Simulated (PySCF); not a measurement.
```xyz
2

As    0.0000    0.0000   -0.2672
N     0.0000    0.0000    1.4298
```

Computed with PBE0/6-31G(d,p), non-relativistic, at a bond length of 1.697 Å in PySCF.

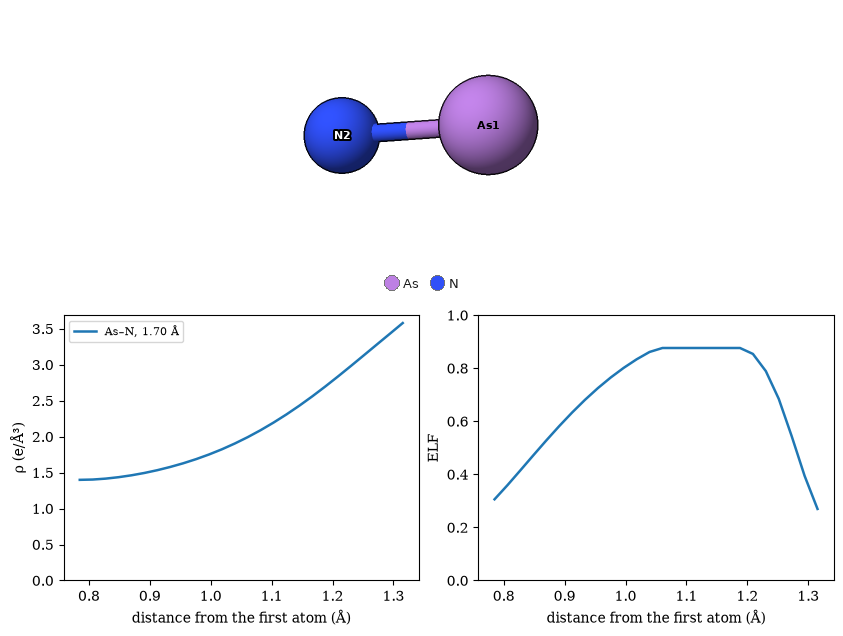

AsN (charge +1, doublet). Total electron density and electron localisation function along straight lines between neighbouring atoms. The curves leave out the atomic cores. The structure is drawn too.

**What kind of bonding do the profiles show?**

As–N (1.70 Å): ρ at the midpoint is about 1.4 e/Å³; the ELF peaks at about 0.90 between the atoms (a short, strongly polar bond).
